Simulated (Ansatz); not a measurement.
# Strength of the Te–Ge bond: Te(CH3)(GeH3) → CH3Te + GeH3

Species: Te(CH3)(GeH3), singlet; CH3Te `C[Te]`, doublet; GeH3 `[GeH3]`, doublet. 

Shapes, held fixed at every level: PBE0-D4/def2-TZVP. Programs: Ansatz 0.2.0. The zero-point and thermal change to 298 K, harmonic and unscaled (PBE0-D4/def2-TZVP), is -11.7 kJ/mol.

| level | kind | ΔH(298 K) (kJ/mol) | less CCSD(T)/def2-TZVPP |
| --- | --- | --- | --- |
| HF/def2-TZVPP | Hartree–Fock | +156.6 | -97.9 |
| PBE0-D4/def2-TZVPP | global hybrid | +257.9 | +3.4 |
| wB97M-V/def2-TZVPP | range-separated hybrid | +249.4 | -5.1 |
| B2PLYP/def2-TZVPP | double hybrid | +246.8 | -7.7 |
| MP2/def2-SVP | perturbation theory | +242.2 | -12.3 |
| MP2/def2-TZVPP | perturbation theory | +269.1 | +14.6 |
| CCSD(T)/def2-TZVPP | coupled cluster or CI | +254.5 | 0.0 |

The highest level, CCSD(T)/def2-TZVPP, gives ΔH(298 K) = +254.5 kJ/mol; the levels span +156.6 to +269.1. The column of differences is taken from that level and isn't an error. Hartree–Fock misses the correlation of the pair that is broken and comes out low. No measured value is set beside it here. Open shells run unrestricted unless RO is named. For atoms past krypton def2 sets carry core potentials with scalar relativity. Relativity is left out for Ge unless named. Correlated rows may include outer-core shells of Ge, Te, which these sets cover unevenly.

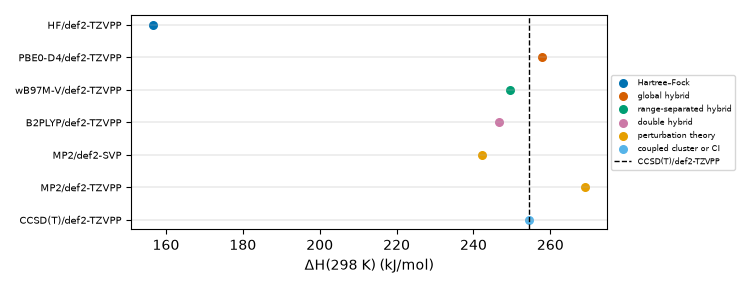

The values of the table, level by level.
